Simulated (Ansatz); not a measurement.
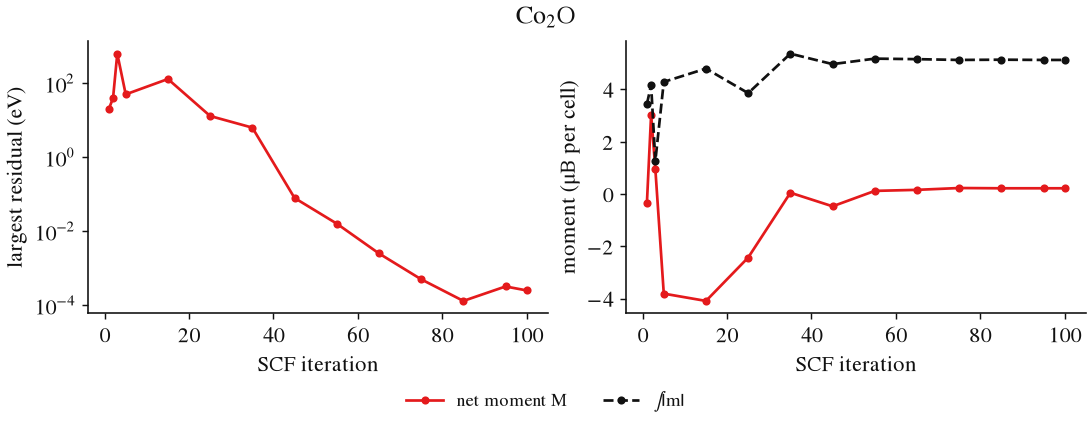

The plot shows the SCF iterations of a calculation: largest residual, magnetic moments. Only some iterations were kept.

Program: Ansatz.

```
crystal:
  lattice:
    - [10.221969, 0.0, 0.0]
    - [0.0, 9.127188, 0.0]
    - [0.0, 0.0, 9.585922]
  atoms:
    - { symbol: O, position: [0.4429402, 0.56780893, 0.53276793] }
    - { symbol: Co, position: [0.58377699, 0.61482847, 0.66058789], spin: 1.5 }
    - { symbol: Co, position: [0.3700585, 0.4479048, 0.40745069], spin: -1.5 }
hamiltonian:
  xc: pbe
  pseudopotentials: { kind: nc }
kpoints:
  mp_grid: { grid: [1, 1, 1], shift: [0, 0, 0] }
magnetization:
  spin_polarized: true
scf:
  occupations: { method: fermi_dirac }
```

**Was self-consistency reached?**

It did not converge: it stopped after 100 iterations. The residual first shoots up to about 600 before step 3. It then comes down slowly and unevenly, and has reached only 2.5 × 10⁻⁴ when the run stops.

**What is the residual at the start and at the end?**

It starts near 20 and ends near 3 × 10⁻⁴ eV.

**What happens to the magnetisation?**

The net moment goes from −0.4 to 0.2 μB per cell, with excursions between −4.1 and 3.0 on the way, though in an unconverged run this needn't be final.
